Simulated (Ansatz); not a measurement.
**Profile along the Ta–Ta line in Ta (bcc, W type)**

Ta (bcc, W type), conventional cell a = 3.3197 Å, b = 3.3197 Å, c = 3.3197 Å, α = 90.00°, β = 90.00°, γ = 90.00°. The calculation uses the primitive cell of 1 atom, to which meshes and values per cell refer.

Fields along a shortest Ta–Ta line of a {211} plane (2.87 Å), from Ta to Ta, interpolated on the slice's grid (step about 0.2 Å). Computed with PBE (plane waves to 420 eV, PAW, scalar-relativistic; Ansatz, a program for electronic structure). k mesh 20×20×20. Inside the PAW spheres the values are not all-electron values, and peaks at nuclei hang on which shells count as valence. Spin-orbit coupling is left out, though Ta is heavy. Ta is run without spin polarisation. Ta was relaxed with its symmetry unable to fall. The PAW data are Ansatz's earlier set.

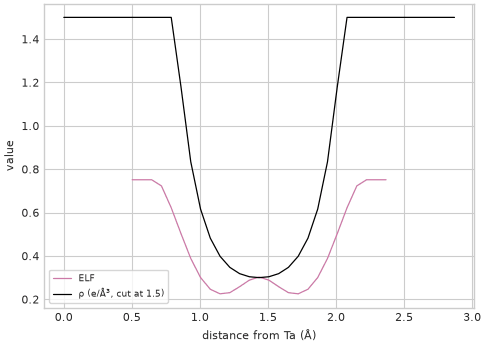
Figure. ELF (away from the nuclei) and valence density from Ta to Ta.

Density on the Ta–Ta line (2.87 Å) at its midpoint: 0.30 e/Å³. ELF at that point: 0.30.
